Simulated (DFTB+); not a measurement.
# Run report: C$_{2}$H$_{6}$AlO, geometry relaxation (part 4 of 4)

Continued. System: C$_{2}$H$_{6}$AlO, multiplicity 2. Method: GFN1-xTB, R-SCC, dispersion built in (DFTB+ 25.1). The geometry comes from this level: PBE0-D4/def2-TZVP.

Geometry of the input (Å):
```
C  -1.1610  1.4613  -0.1037
Al 0.2399  0.1462  -0.2623
C  0.2750  -1.5026  0.7640
O  1.5255  0.4147  -1.3464
H  -1.2071  2.3948  -0.6633
H  -2.0131  1.3564  0.5673
H  -0.6298  -2.0957  0.5975
H  1.1361  -2.1219  0.5034
H  0.3208  -1.2997  1.8389
H  1.5968  1.1952  -1.8924
```

### Trajectory as extended XYZ, continued
```
10
Properties=species:S:1:pos:R:3 step=6 energy=-364.62862
C    -1.1796    1.4891   -0.1080
Al    0.2120    0.1001   -0.2135
C     0.2906   -1.5629    0.7918
O     1.4607    0.4915   -1.3491
H    -1.2383    2.4464   -0.6739
H    -2.0273    1.3811    0.5617
H    -0.6302   -2.1131    0.5936
H     1.1579   -2.1695    0.5162
H     0.3315   -1.3066    1.8524
H     1.7058    1.1926   -1.9682
10
Properties=species:S:1:pos:R:3 step=7 energy=-364.64502
C    -1.1758    1.4837   -0.1074
Al    0.2233    0.1143   -0.2304
C     0.2858   -1.5406    0.7810
O     1.4845    0.4630   -1.3479
H    -1.2266    2.4244   -0.6683
H    -2.0207    1.3719    0.5628
H    -0.6306   -2.1069    0.5948
H     1.1496   -2.1517    0.5116
H     0.3276   -1.3038    1.8478
H     1.6661    1.1944   -1.9411
10
Properties=species:S:1:pos:R:3 step=8 energy=-364.65159
C    -1.1677    1.4969   -0.1214
Al    0.2101    0.1343   -0.2340
C     0.2978   -1.5599    0.7851
O     1.4403    0.5035   -1.3422
H    -1.2396    2.4289   -0.6619
H    -2.0396    1.3882    0.5659
H    -0.6291   -2.1241    0.5987
H     1.1569   -2.1797    0.5239
H     0.3337   -1.3172    1.8579
H     1.7203    1.1778   -1.9691
10
Properties=species:S:1:pos:R:3 step=9 energy=-364.65992
C    -1.1712    1.4912   -0.1154
Al    0.2158    0.1258   -0.2325
C     0.2927   -1.5516    0.7833
O     1.4592    0.4862   -1.3446
H    -1.2340    2.4270   -0.6646
H    -2.0315    1.3812    0.5646
H    -0.6297   -2.1168    0.5971
H     1.1538   -2.1677    0.5187
H     0.3311   -1.3115    1.8536
H     1.6971    1.1849   -1.9571
10
Properties=species:S:1:pos:R:3 step=10 energy=-364.67453
C    -1.1823    1.4942   -0.1094
Al    0.2079    0.1395   -0.2357
C     0.2961   -1.5523    0.7812
O     1.4371    0.5116   -1.3450
H    -1.2394    2.4293   -0.6622
H    -2.0311    1.3927    0.5570
H    -0.6245   -2.1275    0.6019
H     1.1568   -2.1846    0.5274
H     0.3349   -1.3235    1.8566
H     1.7274    1.1693   -1.9687
10
Properties=species:S:1:pos:R:3 step=11 energy=-364.65396
C    -1.2002    1.4990   -0.0997
Al    0.1953    0.1618   -0.2410
C     0.3018   -1.5534    0.7777
O     1.4013    0.5528   -1.3457
H    -1.2480    2.4329   -0.6584
H    -2.0304    1.4112    0.5447
H    -0.6160   -2.1449    0.6099
H     1.1618   -2.2118    0.5415
H     0.3411   -1.3429    1.8616
H     1.7765    1.1440   -1.9876
10
Properties=species:S:1:pos:R:3 step=12 energy=-364.67488
C    -1.1843    1.4948   -0.1083
Al    0.2065    0.1420   -0.2363
C     0.2968   -1.5525    0.7808
O     1.4330    0.5163   -1.3451
H    -1.2404    2.4297   -0.6618
H    -2.0310    1.3948    0.5556
H    -0.6235   -2.1295    0.6028
H     1.1574   -2.1877    0.5290
H     0.3356   -1.3257    1.8572
H     1.7330    1.1664   -1.9709
10
Properties=species:S:1:pos:R:3 step=13 energy=-364.68158
C    -1.1947    1.5004   -0.1045
Al    0.1924    0.1478   -0.2300
C     0.3018   -1.5458    0.7724
O     1.4134    0.5360   -1.3436
H    -1.2422    2.4306   -0.6611
H    -2.0459    1.4068    0.5585
H    -0.6073   -2.1384    0.6118
H     1.1498   -2.1976    0.5418
H     0.3402   -1.3446    1.8506
H     1.7755    1.1536   -1.9929
10
Properties=species:S:1:pos:R:3 step=14 energy=-364.68287
C    -1.1915    1.4987   -0.1057
Al    0.1968    0.1460   -0.2320
C     0.3003   -1.5479    0.7750
O     1.4195    0.5299   -1.3441
H    -1.2416    2.4303   -0.6613
H    -2.0413    1.4030    0.5576
H    -0.6123   -2.1356    0.6090
H     1.1522   -2.1945    0.5378
H     0.3388   -1.3388    1.8526
H     1.7623    1.1576   -1.9861
10
Properties=species:S:1:pos:R:3 step=15 energy=-364.68230
C    -1.1991    1.5012   -0.1018
Al    0.1873    0.1468   -0.2258
C     0.3033   -1.5443    0.7705
O     1.4154    0.5499   -1.3538
H    -1.2408    2.4321   -0.6630
H    -2.0572    1.4107    0.5641
H    -0.6010   -2.1398    0.6140
H     1.1466   -2.1965    0.5439
H     0.3420   -1.3500    1.8463
H     1.7869    1.1387   -1.9915
10
Properties=species:S:1:pos:R:3 step=16 energy=-364.68640
C    -1.1952    1.4999   -0.1038
Al    0.1921    0.1464   -0.2289
C     0.3017   -1.5461    0.7728
O     1.4175    0.5397   -1.3489
H    -1.2412    2.4312   -0.6621
H    -2.0492    1.4068    0.5608
H    -0.6067   -2.1377    0.6115
H     1.1494   -2.1955    0.5408
H     0.3404   -1.3443    1.8495
H     1.7744    1.1482   -1.9888
10
Properties=species:S:1:pos:R:3 step=17 energy=-364.68973
C    -1.2028    1.5004   -0.0987
Al    0.1916    0.1473   -0.2292
C     0.3025   -1.5459    0.7722
O     1.4129    0.5446   -1.3487
H    -1.2394    2.4322   -0.6640
H    -2.0589    1.4110    0.5651
H    -0.6030   -2.1390    0.6121
H     1.1492   -2.1938    0.5402
H     0.3422   -1.3472    1.8473
H     1.7889    1.1392   -1.9933
10
Properties=species:S:1:pos:R:3 step=18 energy=-364.69052
C    -1.2151    1.5011   -0.0905
Al    0.1909    0.1488   -0.2296
C     0.3038   -1.5457    0.7713
O     1.4056    0.5525   -1.3485
H    -1.2365    2.4338   -0.6671
H    -2.0747    1.4177    0.5720
H    -0.5971   -2.1411    0.6131
H     1.1487   -2.1911    0.5392
H     0.3451   -1.3519    1.8437
H     1.8123    1.1246   -2.0006
10
Properties=species:S:1:pos:R:3 step=19 energy=-364.69093
C    -1.2104    1.5009   -0.0936
Al    0.1912    0.1482   -0.2294
C     0.3033   -1.5458    0.7717
O     1.4084    0.5495   -1.3486
H    -1.2376    2.4332   -0.6659
H    -2.0687    1.4151    0.5693
H    -0.5994   -2.1402    0.6128
H     1.1489   -2.1921    0.5396
H     0.3440   -1.3501    1.8450
H     1.8033    1.1302   -1.9978
10
Properties=species:S:1:pos:R:3 step=20 energy=-364.69677
C    -1.2253    1.5049   -0.0856
Al    0.1885    0.1535   -0.2309
C     0.3049   -1.5450    0.7693
O     1.4022    0.5595   -1.3505
H    -1.2344    2.4267   -0.6641
H    -2.0871    1.4250    0.5762
H    -0.5990   -2.1439    0.6105
H     1.1556   -2.1884    0.5325
H     0.3479   -1.3505    1.8476
H     1.8300    1.1069   -2.0021
10
Properties=species:S:1:pos:R:3 step=21 energy=-364.69351
C    -1.2495    1.5114   -0.0725
Al    0.1841    0.1621   -0.2333
C     0.3074   -1.5438    0.7653
O     1.3921    0.5757   -1.3535
H    -1.2293    2.4163   -0.6610
H    -2.1171    1.4411    0.5872
H    -0.5985   -2.1498    0.6069
H     1.1665   -2.1824    0.5210
H     0.3542   -1.3513    1.8518
H     1.8733    1.0693   -2.0089
10
Properties=species:S:1:pos:R:3 step=22 energy=-364.69735
C    -1.2323    1.5068   -0.0818
Al    0.1872    0.1560   -0.2316
C     0.3056   -1.5447    0.7681
O     1.3993    0.5642   -1.3514
H    -1.2330    2.4237   -0.6632
H    -2.0957    1.4296    0.5793
H    -0.5989   -2.1456    0.6095
H     1.1587   -2.1867    0.5292
H     0.3497   -1.3507    1.8489
H     1.8425    1.0961   -2.0040
10
Properties=species:S:1:pos:R:3 step=23 energy=-364.69965
C    -1.2479    1.4992   -0.0659
Al    0.1758    0.1689   -0.2318
C     0.3084   -1.5471    0.7692
O     1.3873    0.5730   -1.3484
H    -1.2322    2.4180   -0.6601
H    -2.1181    1.4468    0.5842
H    -0.5984   -2.1479    0.6041
H     1.1693   -2.1771    0.5152
H     0.3552   -1.3484    1.8489
H     1.8837    1.0632   -2.0124
10
Properties=species:S:1:pos:R:3 step=24 energy=-364.70115
C    -1.2414    1.5023   -0.0725
Al    0.1806    0.1635   -0.2317
C     0.3072   -1.5461    0.7687
O     1.3923    0.5694   -1.3496
H    -1.2325    2.4204   -0.6614
H    -2.1088    1.4397    0.5822
H    -0.5986   -2.1469    0.6063
H     1.1649   -2.1811    0.5210
H     0.3529   -1.3494    1.8489
H     1.8666    1.0769   -2.0089
10
Properties=species:S:1:pos:R:3 step=25 energy=-364.70275
C    -1.2450    1.4959   -0.0659
Al    0.1695    0.1687   -0.2272
C     0.3086   -1.5475    0.7693
O     1.3899    0.5773   -1.3529
H    -1.2354    2.4152   -0.6560
H    -2.1184    1.4503    0.5823
H    -0.5959   -2.1451    0.6027
H     1.1693   -2.1716    0.5115
H     0.3558   -1.3468    1.8454
H     1.8846    1.0524   -2.0062
10
Properties=species:S:1:pos:R:3 step=26 energy=-364.70372
C    -1.2437    1.4983   -0.0684
Al    0.1736    0.1668   -0.2289
C     0.3081   -1.5470    0.7691
O     1.3907    0.5744   -1.3517
H    -1.2344    2.4171   -0.6580
H    -2.1149    1.4464    0.5822
H    -0.5969   -2.1458    0.6040
H     1.1677   -2.1751    0.5150
H     0.3548   -1.3477    1.8467
H     1.8780    1.0614   -2.0072
10
Properties=species:S:1:pos:R:3 step=27 energy=-364.70657
C    -1.2453    1.4963   -0.0659
Al    0.1685    0.1675   -0.2257
C     0.3089   -1.5457    0.7675
O     1.3850    0.5761   -1.3487
H    -1.2374    2.4123   -0.6527
H    -2.1192    1.4527    0.5813
H    -0.5945   -2.1439    0.6016
H     1.1700   -2.1677    0.5085
H     0.3567   -1.3458    1.8440
H     1.8905    1.0469   -2.0069
10
Properties=species:S:1:pos:R:3 step=28 energy=-364.70590
C    -1.2480    1.4930   -0.0619
Al    0.1602    0.1686   -0.2205
C     0.3102   -1.5437    0.7649
O     1.3756    0.5789   -1.3438
H    -1.2424    2.4046   -0.6442
H    -2.1261    1.4629    0.5797
H    -0.5905   -2.1408    0.5976
H     1.1737   -2.1557    0.4979
H     0.3598   -1.3425    1.8397
H     1.9107    1.0235   -2.0063
10
Properties=species:S:1:pos:R:3 step=29 energy=-364.70714
C    -1.2464    1.4950   -0.0644
Al    0.1653    0.1679   -0.2237
C     0.3094   -1.5450    0.7665
O     1.3814    0.5772   -1.3467
H    -1.2394    2.4093   -0.6494
H    -2.1218    1.4567    0.5807
H    -0.5929   -2.1427    0.6000
H     1.1714   -2.1630    0.5044
H     0.3579   -1.3445    1.8423
H     1.8983    1.0378   -2.0067
10
Properties=species:S:1:pos:R:3 step=30 energy=-364.71027
C    -1.2528    1.4935   -0.0589
Al    0.1644    0.1628   -0.2198
C     0.3108   -1.5348    0.7592
O     1.3713    0.5804   -1.3417
H    -1.2446    2.4074   -0.6445
H    -2.1253    1.4629    0.5792
H    -0.5902   -2.1410    0.5958
H     1.1758   -2.1508    0.4932
H     0.3613   -1.3416    1.8394
H     1.9123    1.0100   -1.9988
10
Properties=species:S:1:pos:R:3 step=31 energy=-364.71035
C    -1.2519    1.4937   -0.0597
Al    0.1645    0.1634   -0.2203
C     0.3106   -1.5362    0.7601
O     1.3727    0.5799   -1.3423
H    -1.2438    2.4076   -0.6452
H    -2.1248    1.4620    0.5794
H    -0.5906   -2.1412    0.5964
H     1.1752   -2.1524    0.4947
H     0.3609   -1.3419    1.8398
H     1.9104    1.0137   -1.9999
10
Properties=species:S:1:pos:R:3 step=32 energy=-364.71220
C    -1.2509    1.4926   -0.0597
Al    0.1636    0.1637   -0.2198
C     0.3117   -1.5317    0.7570
O     1.3630    0.5803   -1.3357
H    -1.2477    2.4116   -0.6449
H    -2.1325    1.4623    0.5847
H    -0.5860   -2.1387    0.5929
H     1.1776   -2.1401    0.4851
H     0.3642   -1.3400    1.8343
H     1.9200    0.9888   -1.9909
10
Properties=species:S:1:pos:R:3 step=33 energy=-364.71241
C    -1.2511    1.4928   -0.0597
Al    0.1638    0.1636   -0.2199
C     0.3115   -1.5327    0.7578
O     1.3653    0.5802   -1.3373
H    -1.2468    2.4107   -0.6450
H    -2.1307    1.4622    0.5834
H    -0.5871   -2.1393    0.5938
H     1.1770   -2.1431    0.4874
H     0.3634   -1.3405    1.8356
H     1.9177    0.9947   -1.9930
10
Properties=species:S:1:pos:R:3 step=34 energy=-364.71476
C    -1.2564    1.4975   -0.0589
Al    0.1578    0.1679   -0.2184
C     0.3120   -1.5330    0.7570
O     1.3608    0.5788   -1.3332
H    -1.2489    2.4143   -0.6457
H    -2.1301    1.4577    0.5858
H    -0.5832   -2.1378    0.5911
H     1.1794   -2.1337    0.4799
H     0.3665   -1.3394    1.8320
H     1.9251    0.9763   -1.9865
10
Properties=species:S:1:pos:R:3 step=35 energy=-364.71369
C    -1.2650    1.5050   -0.0577
Al    0.1481    0.1748   -0.2159
C     0.3129   -1.5333    0.7557
O     1.3536    0.5765   -1.3266
H    -1.2524    2.4202   -0.6469
H    -2.1292    1.4505    0.5897
H    -0.5768   -2.1353    0.5868
H     1.1832   -2.1186    0.4678
H     0.3716   -1.3376    1.8261
H     1.9370    0.9464   -1.9760
10
Properties=species:S:1:pos:R:3 step=36 energy=-364.71505
C    -1.2592    1.4999   -0.0585
Al    0.1547    0.1701   -0.2176
C     0.3123   -1.5331    0.7565
O     1.3585    0.5781   -1.3311
H    -1.2500    2.4162   -0.6461
H    -2.1298    1.4554    0.5871
H    -0.5811   -2.1370    0.5897
H     1.1806   -2.1288    0.4760
H     0.3682   -1.3388    1.8301
H     1.9289    0.9666   -1.9831
10
Properties=species:S:1:pos:R:3 step=37 energy=-364.71767
C    -1.2644    1.5087   -0.0605
Al    0.1420    0.1763   -0.2125
C     0.3139   -1.5276    0.7525
O     1.3519    0.5740   -1.3237
H    -1.2546    2.4221   -0.6466
H    -2.1304    1.4477    0.5924
H    -0.5791   -2.1387    0.5855
H     1.1871   -2.1171    0.4640
H     0.3734   -1.3377    1.8289
H     1.9433    0.9409   -1.9769
10
Properties=species:S:1:pos:R:3 step=38 energy=-364.71049
C    -1.2727    1.5229   -0.0636
Al    0.1214    0.1863   -0.2044
C     0.3164   -1.5186    0.7460
O     1.3412    0.5674   -1.3119
H    -1.2620    2.4317   -0.6473
H    -2.1313    1.4354    0.6008
H    -0.5758   -2.1417    0.5786
H     1.1975   -2.0982    0.4447
H     0.3819   -1.3359    1.8269
H     1.9664    0.8994   -1.9669
10
Properties=species:S:1:pos:R:3 step=39 energy=-364.71768
C    -1.2645    1.5089   -0.0605
Al    0.1417    0.1765   -0.2124
C     0.3139   -1.5274    0.7524
O     1.3517    0.5739   -1.3236
H    -1.2547    2.4222   -0.6466
H    -2.1304    1.4476    0.5925
H    -0.5790   -2.1388    0.5854
H     1.1872   -2.1168    0.4638
H     0.3735   -1.3377    1.8289
H     1.9436    0.9404   -1.9768
10
Properties=species:S:1:pos:R:3 step=40 energy=-364.71439
C    -1.2675    1.5143   -0.0619
Al    0.1276    0.1815   -0.2057
C     0.3142   -1.5197    0.7472
O     1.3533    0.5730   -1.3241
H    -1.2631    2.4329   -0.6473
H    -2.1317    1.4418    0.5971
H    -0.5770   -2.1431    0.5823
H     1.1939   -2.1059    0.4521
H     0.3792   -1.3386    1.8299
H     1.9541    0.9125   -1.9665
10
Properties=species:S:1:pos:R:3 step=41 energy=-364.71845
C    -1.2654    1.5106   -0.0609
Al    0.1374    0.1780   -0.2104
C     0.3140   -1.5251    0.7508
O     1.3522    0.5736   -1.3238
H    -1.2573    2.4255   -0.6468
H    -2.1308    1.4458    0.5939
H    -0.5784   -2.1401    0.5844
H     1.1893   -2.1135    0.4602
H     0.3753   -1.3380    1.8292
H     1.9468    0.9318   -1.9736
10
Properties=species:S:1:pos:R:3 step=42 energy=-364.71936
C    -1.2662    1.5114   -0.0610
Al    0.1356    0.1794   -0.2100
C     0.3133   -1.5237    0.7500
O     1.3517    0.5722   -1.3225
H    -1.2628    2.4308   -0.6463
H    -2.1310    1.4459    0.5940
H    -0.5763   -2.1422    0.5846
H     1.1900   -2.1096    0.4572
H     0.3771   -1.3400    1.8293
H     1.9516    0.9244   -1.9723
10
Properties=species:S:1:pos:R:3 step=43 energy=-364.71953
C    -1.2674    1.5129   -0.0611
Al    0.1327    0.1817   -0.2094
C     0.3121   -1.5216    0.7486
O     1.3510    0.5700   -1.3205
H    -1.2717    2.4394   -0.6453
H    -2.1314    1.4460    0.5942
H    -0.5730   -2.1456    0.5849
H     1.1913   -2.1033    0.4524
H     0.3801   -1.3432    1.8296
H     1.9594    0.9126   -1.9703
10
Properties=species:S:1:pos:R:3 step=44 energy=-364.71966
C    -1.2669    1.5123   -0.0610
Al    0.1339    0.1808   -0.2097
C     0.3125   -1.5225    0.7491
O     1.3513    0.5709   -1.3213
H    -1.2682    2.4360   -0.6457
H    -2.1312    1.4459    0.5941
H    -0.5743   -2.1443    0.5848
H     1.1908   -2.1058    0.4543
H     0.3789   -1.3419    1.8295
H     1.9563    0.9173   -1.9711
10
Properties=species:S:1:pos:R:3 step=45 energy=-364.72165
C    -1.2689    1.5182   -0.0635
Al    0.1319    0.1832   -0.2098
C     0.3119   -1.5208    0.7488
O     1.3515    0.5686   -1.3200
H    -1.2799    2.4434   -0.6420
H    -2.1319    1.4466    0.5942
H    -0.5702   -2.1489    0.5855
H     1.1914   -2.0977    0.4487
H     0.3824   -1.3466    1.8290
H     1.9649    0.9027   -1.9679
10
Properties=species:S:1:pos:R:3 step=46 energy=-364.72321
C    -1.2720    1.5278   -0.0674
Al    0.1288    0.1870   -0.2101
C     0.3108   -1.5182    0.7484
O     1.3518    0.5650   -1.3180
H    -1.2990    2.4554   -0.6361
H    -2.1330    1.4477    0.5943
H    -0.5635   -2.1564    0.5867
H     1.1924   -2.0846    0.4397
H     0.3880   -1.3541    1.8282
H     1.9790    0.8790   -1.9627
10
Properties=species:S:1:pos:R:3 step=47 energy=-364.72155
C    -1.2772    1.5433   -0.0738
Al    0.1237    0.1932   -0.2106
C     0.3090   -1.5140    0.7477
O     1.3523    0.5591   -1.3146
H    -1.3298    2.4749   -0.6264
H    -2.1349    1.4495    0.5944
H    -0.5528   -2.1684    0.5887
H     1.1940   -2.0633    0.4250
H     0.3971   -1.3662    1.8268
H     2.0016    0.8406   -1.9543
10
Properties=species:S:1:pos:R:3 step=48 energy=-364.72329
C    -1.2730    1.5305   -0.0685
Al    0.1279    0.1881   -0.2102
C     0.3105   -1.5175    0.7483
O     1.3519    0.5640   -1.3174
H    -1.3044    2.4589   -0.6343
H    -2.1334    1.4480    0.5943
H    -0.5616   -2.1585    0.5871
H     1.1927   -2.0808    0.4371
H     0.3896   -1.3562    1.8279
H     1.9829    0.8722   -1.9612
10
Properties=species:S:1:pos:R:3 step=49 energy=-364.68482
C    -1.2960    1.5493   -0.0644
Al    0.1194    0.2027   -0.2137
C     0.3096   -1.5205    0.7520
O     1.3661    0.5632   -1.3269
H    -1.3338    2.4786   -0.6259
H    -2.1253    1.4488    0.5881
H    -0.5610   -2.1737    0.5890
H     1.2072   -2.0621    0.4140
H     0.3960   -1.3651    1.8361
H     2.0008    0.8275   -1.9453
10
Properties=species:S:1:pos:R:3 step=50 energy=-364.72358
C    -1.2748    1.5320   -0.0682
Al    0.1272    0.1892   -0.2105
C     0.3104   -1.5177    0.7486
O     1.3530    0.5639   -1.3181
H    -1.3067    2.4604   -0.6337
H    -2.1327    1.4481    0.5938
H    -0.5616   -2.1597    0.5872
H     1.1938   -2.0794    0.4353
H     0.3901   -1.3569    1.8286
H     1.9843    0.8687   -1.9600
```

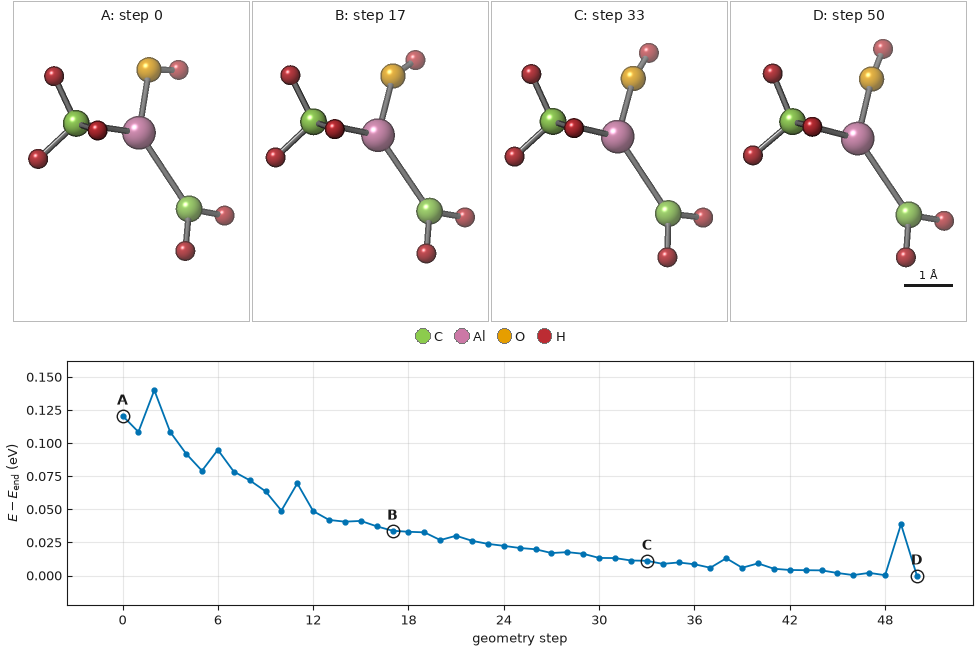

Figure 1. Frames of the relaxation (ball-and-stick view, seen at a tilt) above the curves, on which the letters mark them (steps are counted from 0).

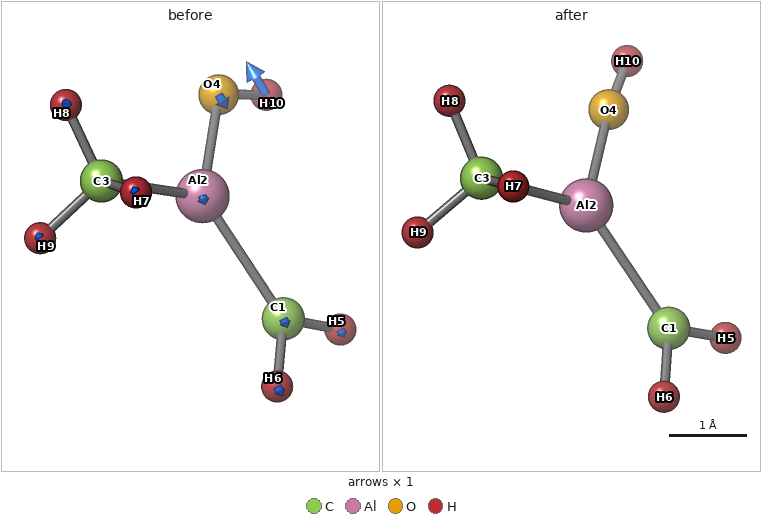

Figure 2. Before (left) and after (right) the relaxation, at one scale (ball-and-stick view, seen at a tilt). The blue arrows give the displacements, at true length. Over 50 geometry steps the energy falls by 0.121 eV. The atom that moves furthest after the best rigid fit is H10 (0.51 Å). Largest moves by element: H 0.51 Å, O 0.23 Å, C 0.14 Å, Al 0.13 Å. Among the contacts that change: Al2–C3 1.942 → 1.966 Å, C1–Al2 1.928 → 1.946 Å, Al2–O4 1.703 → 1.694 Å, O4–H10 0.955 → 0.951 Å. Among the angles that change: Al2–O4–H10 123.3° → 173.2°, C1–Al2–C3 123.3° → 129.1°, C1–Al2–O4 119.6° → 114.6°. (Atoms are counted from 1 in the order of the input.)
